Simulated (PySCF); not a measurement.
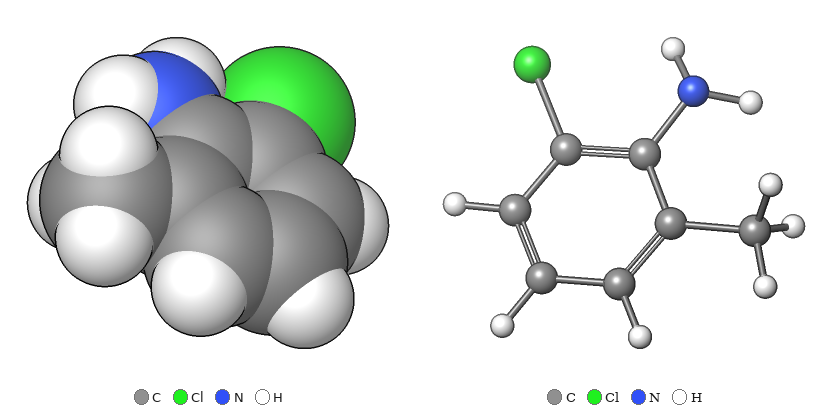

Both panels show the same species.

The computed structure is the end point of a GFN2-xTB optimisation. No frequency run is at hand to confirm it as a minimum.

Which formula does it have?

C7H8ClN, 17 atoms: 7 carbon, 8 hydrogen, 1 chlorine and 1 nitrogen.

Write the SMILES.

Cc1cccc(Cl)c1N

How many bonds of each kind are drawn?

7 C–C, 6 C–H, 2 N–H, 1 C–Cl, 1 C–N.

More results for the same structure follow; atom numbers are the same in all pictures, views and colours differ.

**Polarisability**

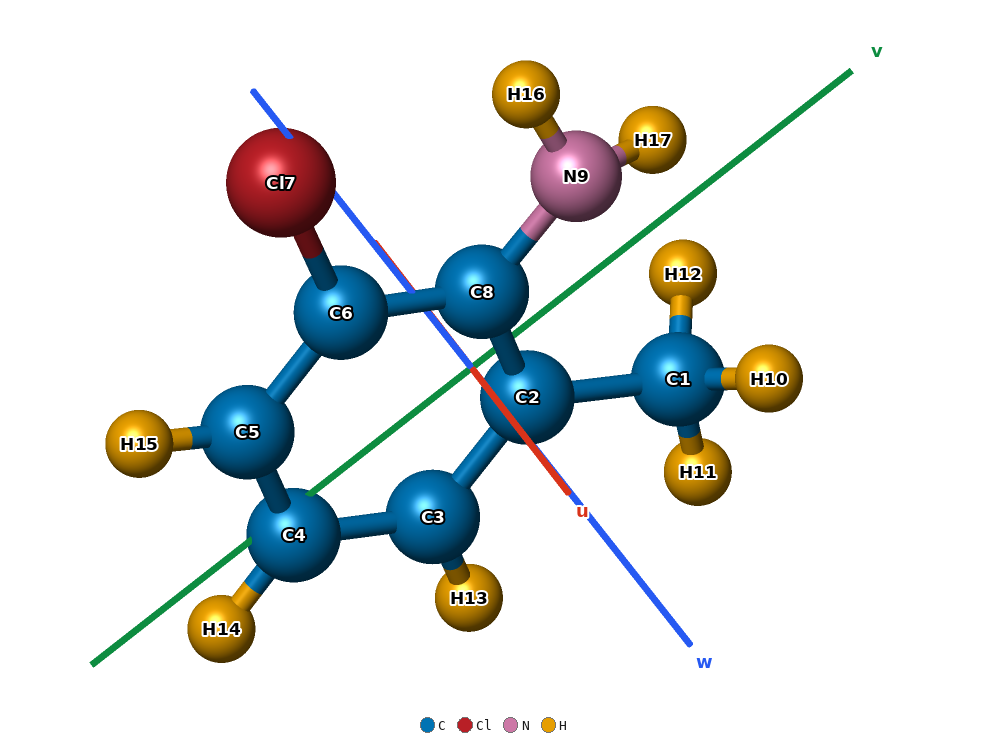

The lines u, v and w are the principal axes of the static dipole polarisability. No frequency run is at hand to confirm it as a minimum. Computed with PBE0/def2-SVPD (PySCF 2.14.0).

Along which axis is the molecule most polarisable, and along which least?

Most along w (nearly parallel to the C6–Cl7 bond), least along u.

Give the three principal values.

u 63.7, v 120.4, w 129.1 bohr³; mean 104.4, anisotropy 61.6 bohr³.

**Excitation**

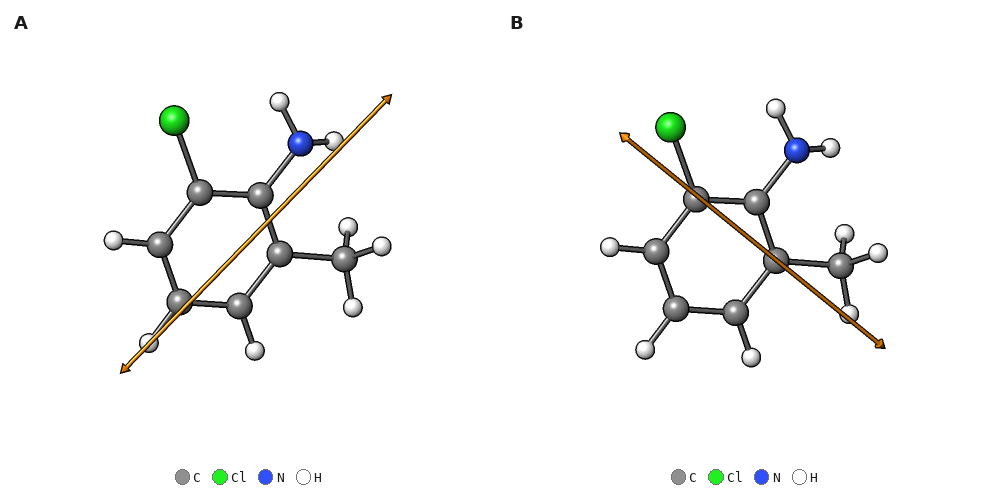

The double arrows show the directions of two transition dipoles from the ground state (lengths mean nothing). No frequency run is at hand to confirm it as a minimum. Level of theory: TDDFT PBE0/def2-SVPD, vertical, gas phase, core orbitals frozen in the response (PySCF 2.14.0).

One belongs to singlet state 1 and one to singlet state 3. Which is which?

A: state 3, 5.59 eV (222 nm), oscillator strength 0.064, mainly HOMO → LUMO+1 (weight 0.77).
B: state 1, 4.84 eV (256 nm), oscillator strength 0.060, mainly HOMO → LUMO (weight 0.85).

**NMR shielding**

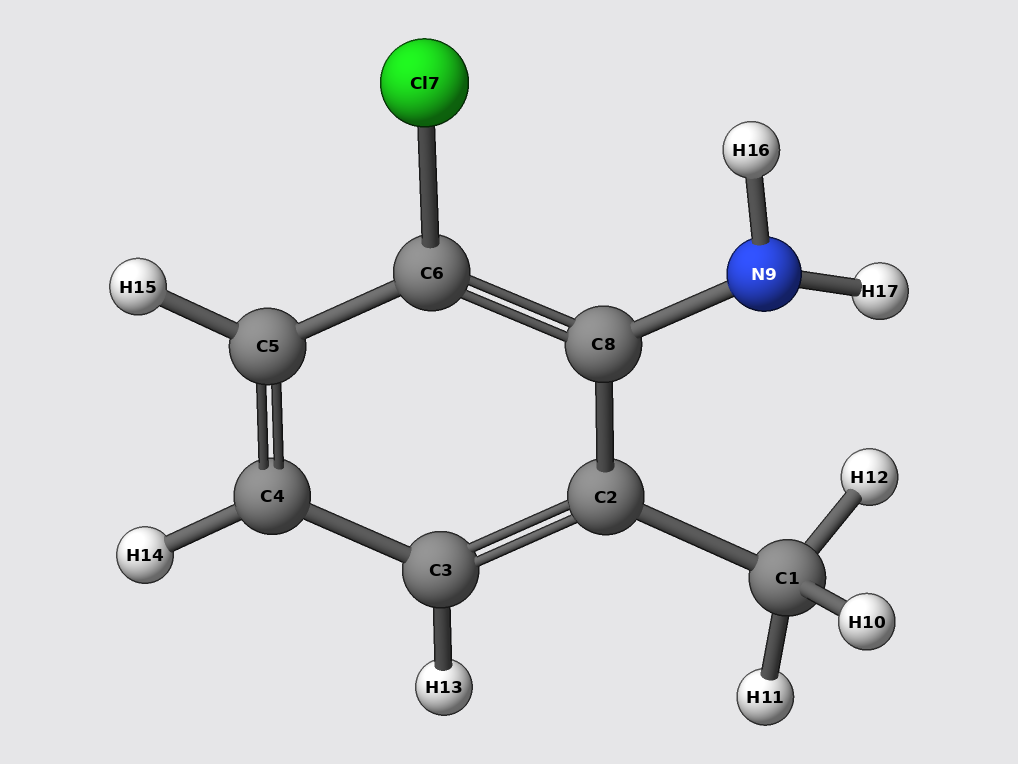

The questions are on isotropic NMR shieldings of the C atoms. No frequency run is at hand to confirm it as a minimum. Method: GIAO PBE0/pcSseg-1 NMR shielding, non-relativistic, gas phase (PySCF 2.14.0).

List the isotropic NMR shieldings of the C atoms.

```json
{"atom": "C1", "σ (ppm)": "166.5"}
{"atom": "C2", "σ (ppm)": "61.5"}
{"atom": "C3", "σ (ppm)": "52.8"}
{"atom": "C4", "σ (ppm)": "64.8"}
{"atom": "C5", "σ (ppm)": "53.4"}
{"atom": "C6", "σ (ppm)": "59.9"}
{"atom": "C8", "σ (ppm)": "40.6"}
```
